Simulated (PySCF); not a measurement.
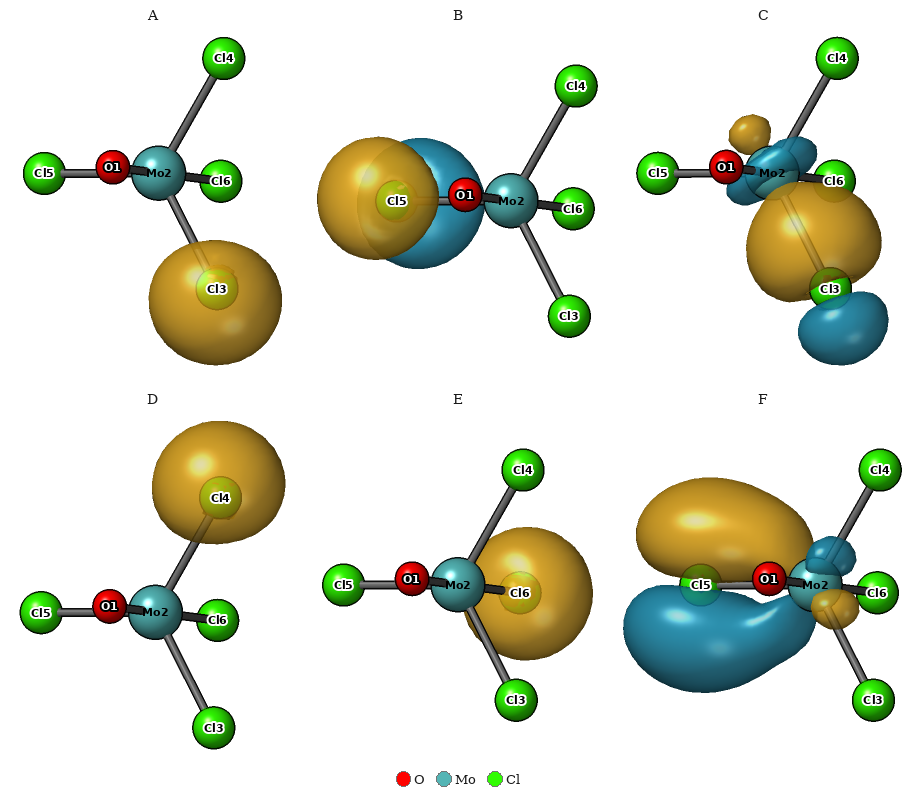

Figure. Cl₄MoO, SMILES `O=[Mo](Cl)(Cl)(Cl)Cl`. Pipek–Mezey orbitals, occupied; each surface holds about 85 % of the orbital's density. Energies are diagonal elements of the Fock matrix.

Method: B3LYP/def2-SVP; geometry: GFN2-xTB; program: PySCF. Core potentials replace the inner electrons of Mo; spin–orbit coupling isn't included. This is a single-reference result, which may miss multireference character in this system. No frequency check shows the geometry to be a minimum. GFN2-xTB bond lengths at metals and heavier atoms can be off by up to 0.1 Å and shapes distorted, which carries into these values.

Coordinates in Å:

```
O1      -0.0036   -0.0000    1.8847
Mo2     -0.0005   -0.0000    0.2553
Cl3      1.2828   -1.8334    0.1486
Cl4      0.9462    2.0278    0.1481
Cl5     -2.2294   -0.1943    0.1438
Cl6      0.0034   -0.0001   -1.9582
```

**Identify each orbital.**

By panel:
- A: lone pair on Cl3 (s-type) (Cl3 98 %; −20.4 eV)
- B: lone pair on Cl5 (p-type) (Cl5 99 %; −10.1 eV)
- C: σ bond Cl3–Mo2 (Cl3 76 %, Mo2 24 %; −15.6 eV)
- D: lone pair on Cl4 (s-type) (Cl4 98 %; −21.0 eV)
- E: lone pair on Cl6 (s-type) (Cl6 98 %; −19.9 eV)
- F: lone pair on Cl5 (p-type) (Cl5 88 %, Mo2 10 %; −10.5 eV)

Run time: 10 s on 1 thread of Intel(R) Xeon(R) 6975P-C (Granite Rapids), on a shared host, peak memory 0.51 GiB.
